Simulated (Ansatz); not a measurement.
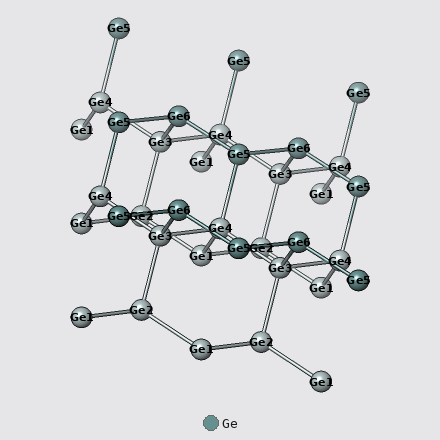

The system is F on a Ge(110) slab cut from the Fd-3m phase, its upper half relaxed before the scan (6 atoms of substrate and one adsorbate in a 1 × 1 cell); the picture shows it without the atoms that are moved over the map. 
- F is moved over the surface cell; relaxed at each place: the height of the adsorbate's atoms; substrate rigid; the origin of the map has the adsorbate above Ge5.
- Places are given modulo a cell vector. The map is drawn in real space over the plane of the surface.
- The grid has 6 × 6 points; 24 points were computed and 12 follow by symmetry.
- Energies are in eV, from the lowest grid point.
- At some places the adsorbate sinks to or below the level of the top layer. With one adsorbate in each 1 × 1 cell, its nearest image is 4.1 Å away, so neighbouring adsorbates interact.
- These are results of DFT PBE, scalar-relativistic, plane waves, PAW (Ansatz), not measurements. Settings: cutoff 420 eV, k-mesh 7×5×1, gaussian smearing 0.1 eV, no spin polarisation.

Range: position of F7 along the first surface vector from 0.000 to 0.833; position of F7 along the second surface vector from 0.000 to 0.833.

**Predict the map.**

The lowest grid point is at (0/6, 5/6) of the cell vectors [nearest 1 Ge at 1.78 Å]. The highest grid point, a place at or below the level of the top layer, (0/6, 2/6) of the cell vectors, lies 1.94 eV above the lowest. At the lowest point the adsorbate has 1 Ge at 1.78 Å as nearest neighbours, at the highest 1 Ge at 2.11 Å. Its relaxed height above the top atom is 1.50 Å at the lowest and −0.86 Å at the highest point.

```
second ↓, first →   0/6   1/6   2/6   3/6   4/6   5/6
              5/6  0.00  0.17  0.76  1.31  0.76  0.17
              4/6  0.56  0.77  1.12  1.23  1.12  0.77
              3/6  1.33  0.94  0.32  0.11  0.32  0.94
              2/6  1.94  0.87  0.29  0.13  0.29  0.87
              1/6  1.19  1.10  0.87  0.77  0.87  1.10
              0/6  0.46  0.62  1.08  1.38  1.08  0.62
```

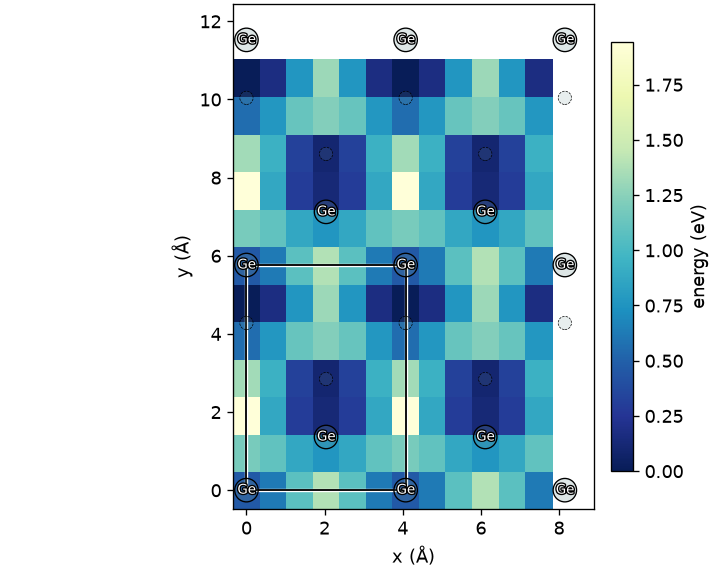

The picture shows one coloured cell a grid point, labelled circles for the atoms of the top layer and small ones for the second layer, the outline of one cell of the 2 × 2 shown.

Each point was launched as `ansatz run input.yaml --threads 4 --pin off --max-ram 12288MiB --backend cpu --events-out ev --progress --plain --runs-dir out`. The whole map (24 points run) took 17 min on 4 threads of Intel(R) Xeon(R) Platinum 8259CL CPU @ 2.50GHz (Skylake/Cascade Lake), on a shared host.

PAW datasets: the set soft_1.
